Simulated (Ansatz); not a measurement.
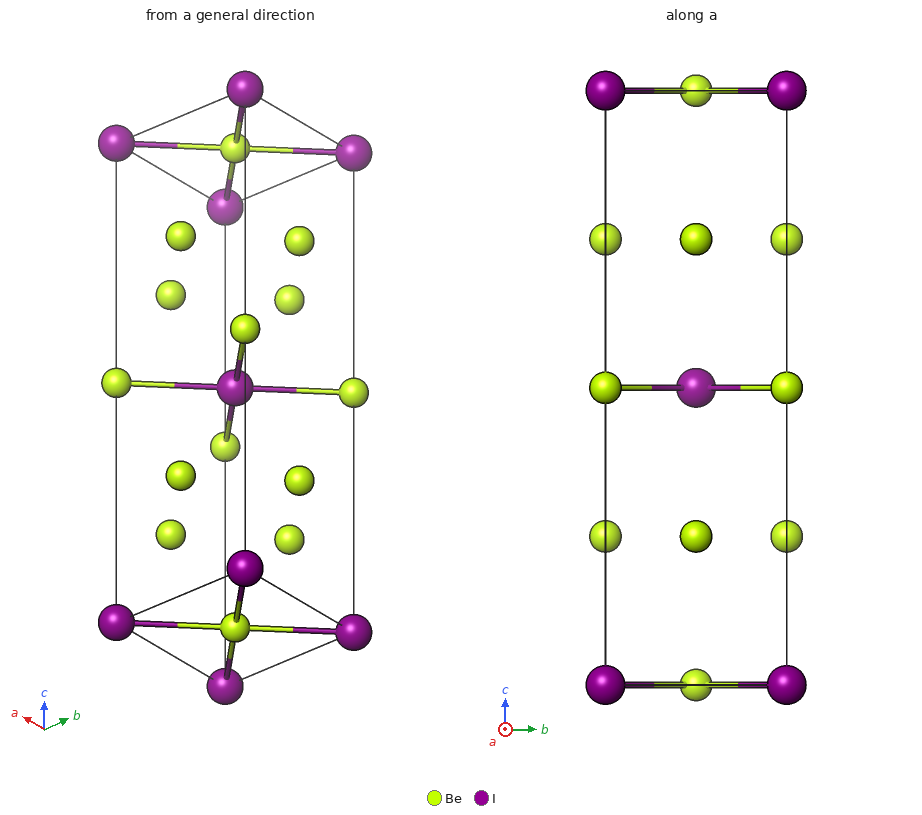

Ball-and-stick representation of a periodic structure, projected from a general direction and along the a axis. The conventional unit cell is outlined; an atom on or near a face, edge or corner is repeated at each equivalent position.

Unit-cell dimensions: a = 3.46 Å, b = 3.46 Å, c = 11.35 Å, α = 90.00°, β = 90.00°, γ = 90.00°.

Bond cut-offs: Be–I up to 3.05 Å (cut-off distances).

**Determine the stoichiometry.**

Be3I. The cell holds 6 Be, 2 I, counting shared atoms by their share.

**State the lattice type.**

Body-centred tetragonal.

**To which atoms is each I bonded?**

Each I has four Be in a square planar arrangement at about 2.4 Å.

The initial geometry was a textbook structure type filled with these elements (whether it is the usual form wasn't checked). Earlier steps of the study may have refined or changed the cell and positions. It was run through Ansatz as a DFT input.
